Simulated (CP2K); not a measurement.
# AM1 run of CHBClN (SMILES N#CBCl)

What is the vertical electron affinity of CHBClN at AM1? 

The results are computed with CP2K 2026.2.

5 further runs of the same task are left out: 1 that didn't finish, 4 set aside as unsound or not needed.

## (1) Starting point

The species is CHBClN (5 atoms), meant as a singlet with charge 0. SMILES: `N#CBCl`. The coordinates come from a PBE0-D4/def2-TZVP relaxation.

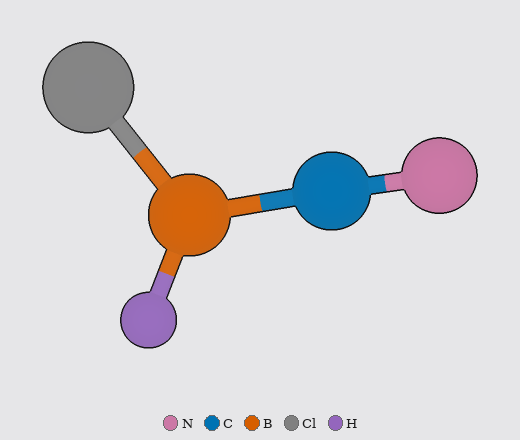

Viewed from a chosen angle; nitrogen pink, carbon blue, boron orange, chlorine grey, hydrogen purple.

## (2) Energy and forces at AM1

molecule.xyz reads:

```xyz
5

N      1.053200    -1.411100     1.218200
C      0.513400    -0.630900     0.564200
B     -0.176600     0.429700    -0.293300
Cl    -1.594500     0.005200    -1.176200
H      0.254400     1.533500    -0.354200
```

mol.inp reads:

```
&global
    project_name mol
    run_type ENERGY_FORCE
    print_level MEDIUM
&end global

&force_eval
    method QS
    &dft
        &qs
            method AM1
            eps_default 1.0E-10
            &se
                &coulomb
                    cutoff [angstrom] 50
                    rc_range [angstrom] 0
                &end coulomb
                &exchange
                    cutoff [angstrom] 50
                    rc_range [angstrom] 0
                &end exchange
            &end se
        &end qs
        # isolated system
        &poisson
            periodic NONE
            poisson_solver ANALYTIC
        &end poisson
        &scf
            scf_guess ATOMIC
            eps_scf 1.0E-06
            max_scf 80
            added_mos 4
            &diagonalization
                algorithm STANDARD
            &end diagonalization
            &mixing
                method DIRECT_P_MIXING
                alpha 0.4
            &end mixing
        &end scf
        # extra output
        &print
            &moments
                periodic F
                reference COM
                max_moment 1
            &end moments
            &mo ON
                energies T
                occupation_numbers T
                ndigits 6
                &each
                    qs_scf 0
                &end each
                add_last NUMERIC
            &end mo
            &hirshfeld OFF
            &end hirshfeld
        &end print
    &end dft
    # structure
    &subsys
        &cell
            abc 14.6 14.9 14.4
            periodic NONE
        &end cell
        &topology
            coord_file_name molecule.xyz
            coord_file_format XYZ
            &center_coordinates
            &end center_coordinates
        &end topology
    &end subsys
    # extra output
    &print
        &forces ON
        &end forces
    &end print
&end force_eval
```

Run with:

```sh
$ OMP_NUM_THREADS=1 cp2k.psmp mol.inp > mol.out
```

What it wrote, shortened:

```text
CP2K| version string:                                       CP2K version 2026.2
[...]
 GLOBAL| Method name                                                        CP2K
[...]
 GLOBAL| Run type                                                   ENERGY_FORCE
[...]
                             - Atoms:                                          5
[...]
                             - Spherical basis functions:                     17
[...]
 Number of electrons:                                                         20
[...]
     1 P_Mix/Diag. 0.40E+00    0.0     0.75297675       -24.5720129145 -2.46E+01
[...]
    17 DIIS/Diag.  0.12E-06    0.0     0.00000018       -29.1056746002 -5.77E-12
  *** SCF run converged in    17 steps ***
  Core-core repulsion energy [eV]:                            877.04672239518186
  Core Hamiltonian energy [eV]:                             -1265.10622485291628
  Two-electron integral energy [eV]:                         -807.89236298390415
  Electronic energy [eV]:                                   -1669.05240634486836
  Total energy [eV]:                                         -792.00568394968650
  Atomic reference energy [eV]:                               792.24728471858020
  Heat of formation [kcal/mol]:                                 5.57144652872326
[...]
 SE_DIPOLE| Moment [Debye]          0.27301139      -1.87832276       0.83166395
 SE_DIPOLE| Derivative [a.u.]       0.00000000       0.00000000       0.00000000
 ENERGY| Total FORCE_EVAL ( QS ) energy [hartree]            -29.105674600186294
 FORCES| Atomic forces [hartree/bohr]
 FORCES|   Atom     x               y               z               |f|
 FORCES|      1  1.46875957E-02 -2.12781087E-02  1.78151223E-02   3.13984388E-02
 FORCES|      2 -2.17873450E-02  2.95326115E-02 -2.57402056E-02   4.48265740E-02
 FORCES|      3 -5.16093894E-03 -1.12893466E-02  6.90273462E-05   1.24132752E-02
 FORCES|      4  1.07983311E-02  1.30712710E-03  7.37708639E-03   1.31428285E-02
 FORCES|      5  1.46235707E-03  1.72771661E-03  4.78969643E-04   2.31363454E-03
 FORCES| Sum    -3.05311332E-16 -8.32667268E-17 -1.31838984E-16
 FORCES| Total atomic force                                       3.42826304E-16
[...]
```

Wall time 0.46 s (1 thread of Arm Neoverse N1, shared host); peak memory 0.14 GiB.

## (3) The doublet anion at the same level

molecule.xyz is that of step 2.

gas.inp reads:

```
&GLOBAL
 PROJECT gas
 RUN_TYPE ENERGY_FORCE
 PRINT_LEVEL MEDIUM
&END GLOBAL

&FORCE_EVAL
 METHOD QS
 &DFT
  CHARGE -1
  MULTIPLICITY 2
  UNRESTRICTED_KOHN_SHAM T
  &QS
   METHOD AM1
   EPS_DEFAULT 1.0E-10
   &SE
    &COULOMB
     CUTOFF [angstrom] 50
     RC_RANGE [angstrom] 0
    &END COULOMB
    &EXCHANGE
     CUTOFF [angstrom] 50
     RC_RANGE [angstrom] 0
    &END EXCHANGE
   &END SE
  &END QS
  &POISSON
   PERIODIC NONE
   POISSON_SOLVER ANALYTIC
  &END POISSON
  &SCF
   SCF_GUESS ATOMIC
   EPS_SCF 1.0E-06
   MAX_SCF 50
   &OT
    MINIMIZER DIIS
    PRECONDITIONER FULL_SINGLE_INVERSE
   &END OT
   &OUTER_SCF
    EPS_SCF 1.0E-06
    MAX_SCF 8
   &END OUTER_SCF
  &END SCF
  &PRINT
   &MOMENTS
    PERIODIC F
    REFERENCE COM
    MAX_MOMENT 1
   &END MOMENTS
   &MO_CUBES
    NLUMO 1
    NHOMO -1
    WRITE_CUBE F
   &END MO_CUBES
   &HIRSHFELD OFF
   &END HIRSHFELD
  &END PRINT
 &END DFT
 &SUBSYS
  &CELL
   ABC 14.6 14.9 14.4
   PERIODIC NONE
  &END CELL
  &TOPOLOGY
   COORD_FILE_NAME molecule.xyz
   COORD_FILE_FORMAT XYZ
   &CENTER_COORDINATES
   &END CENTER_COORDINATES
  &END TOPOLOGY
 &END SUBSYS
 &PRINT
  &FORCES ON
  &END FORCES
 &END PRINT
&END FORCE_EVAL
```

Run with:

```sh
$ OMP_NUM_THREADS=1 cp2k.psmp -i gas.inp > gas.out 2>&1
```

What it wrote, shortened:

```text
CP2K| version string:                                       CP2K version 2026.2
[...]
 GLOBAL| Method name                                                        CP2K
[...]
 GLOBAL| Run type                                                   ENERGY_FORCE
[...]
                             - Atoms:                                          5
[...]
                             - Spherical basis functions:                     17
[...]
 Number of electrons:                                                         11
[...]
     1 OT DIIS     0.80E-01    0.0     0.21585509       -25.0157803751 -2.50E+01
[...]
     3 OT DIIS     0.80E-01    0.0     0.00000093       -29.1193897729 -2.88E-10
  *** SCF run converged in     3 steps ***
  Core-core repulsion energy [eV]:                            877.04672239518186
  Core Hamiltonian energy [eV]:                             -1301.74778594566237
  Two-electron integral energy [eV]:                         -735.35565845768429
  Electronic energy [eV]:                                   -1669.42561517450440
  Total energy [eV]:                                         -792.37889277932254
  Atomic reference energy [eV]:                               792.24728471858020
  Heat of formation [kcal/mol]:                                -3.03495422027105
[...]
 SE_DIPOLE| Moment [Debye]          2.74421710      -0.98417485       2.31829737
 SE_DIPOLE| Derivative [a.u.]       0.00000000       0.00000000       0.00000000
 *** WARNING in qs_scf_post_se.F:140 :: Printing of MO cube files not ***
 *** implemented for Semi-Empirical method.                           ***
 ENERGY| Total FORCE_EVAL ( QS ) energy [hartree]            -29.119389773182796
 FORCES| Atomic forces [hartree/bohr]
 FORCES|   Atom     x               y               z               |f|
 FORCES|      1  3.51396023E-02 -5.03134589E-02  4.24174345E-02   7.46021082E-02
 FORCES|      2 -5.93869788E-02  8.54700054E-02 -7.18360647E-02   1.26460884E-01
 FORCES|      3  3.57716314E-02 -3.22562554E-02  3.67728647E-02   6.05996634E-02
 FORCES|      4 -1.01322389E-02 -2.82092344E-03 -6.37720924E-03   1.22999460E-02
 FORCES|      5 -1.39201608E-03 -7.93675933E-05 -9.77025279E-04   1.70252353E-03
 FORCES| Sum    -1.38777878E-16 -1.94289029E-16 -1.52655666E-16
 FORCES| Total atomic force                                       2.83392446E-16
[...]
```

It took 9 s on 1 thread of Arm Neoverse N1, shared host; peak memory 0.14 GiB.

## (4) Summary of results

At AM1:

| quantity | value |
| --- | --- |
| singlet CHBClN: total energy | -29.10567 Eh |
| singlet CHBClN: dipole moment | 2.07 D |
| singlet CHBClN: HOMO energy | -11.95 eV |
| singlet CHBClN: LUMO energy | -0.14 eV |
| singlet CHBClN: HOMO–LUMO gap | 11.80 eV |
| singlet CHBClN: heat of formation at this unrelaxed shape | 5.6 kcal/mol |
| singlet CHBClN: largest force on an atom | 2.305 eV/Å |
| doublet anion: total energy | -29.11939 Eh |
| doublet anion: heat of formation at this unrelaxed shape | -3.0 kcal/mol |
| doublet anion: largest force on an atom | 6.503 eV/Å |
| vertical electron affinity (to the doublet anion) | 0.373 eV |

What this shows: At fixed nuclei the extra electron is bound by 0.37 eV (36.0 kJ/mol). The largest force (singlet CHBClN) is 2.31 eV/Å: the shape isn't a stationary point for this species at this level. A minimal valence basis can't be trusted even for the sign of an electron affinity.
